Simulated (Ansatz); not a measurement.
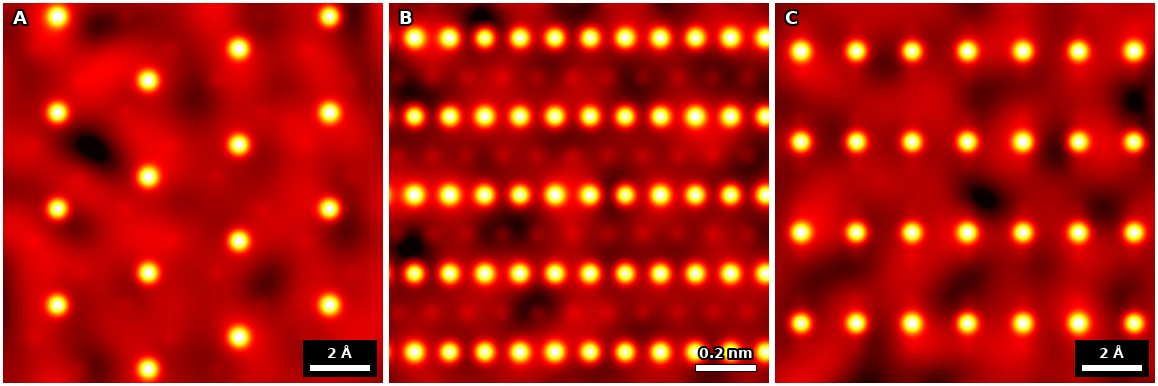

Three views of Be2Ge (Fm-3m, No. 225) along different zone axes. The image is simulated as a sum over atoms of Z^1.7, blurred by a 0.50 Å probe (no channelling). The probe carries 25 % of its weight in a tail 2.5 times as wide. The display is stretched by a gamma of 0.65; percentages refer to the linear signal. The speckle of an amorphous layer was added. Model: coordinates from a relaxation with Ansatz 0.2.0, DFT PBE, scalar-relativistic, plane waves, PAW; the starting structure was generated, so it need not be a known form of this composition.

```cif
data_structure
_symmetry_space_group_name_H-M 'Fm-3m'
_symmetry_Int_Tables_number 225
_cell_length_a 5.3725
_cell_length_b 5.3725
_cell_length_c 5.3725
_cell_angle_alpha 90.000
_cell_angle_beta 90.000
_cell_angle_gamma 90.000
_cell_volume 155.07
loop_
_atom_site_label
_atom_site_type_symbol
_atom_site_symmetry_multiplicity
_atom_site_Wyckoff_symbol
_atom_site_fract_x
_atom_site_fract_y
_atom_site_fract_z
_atom_site_occupancy
Be1 Be 8 c 0.25000 0.25000 0.75000 1
Ge1 Ge 4 a 0.00000 0.00000 0.00000 1
```

Question: Match the panels to the zone axes [110], [210] and [211].

Answer: A is [110]: projected cell 3.29 × 3.29 Å, 109°, plane group c2mm. B is [210]: projected cell 1.20 × 2.69 Å, 90°, plane group p2mm. C is [211]: projected cell 1.90 × 3.10 Å, 90°, plane group p2mm.
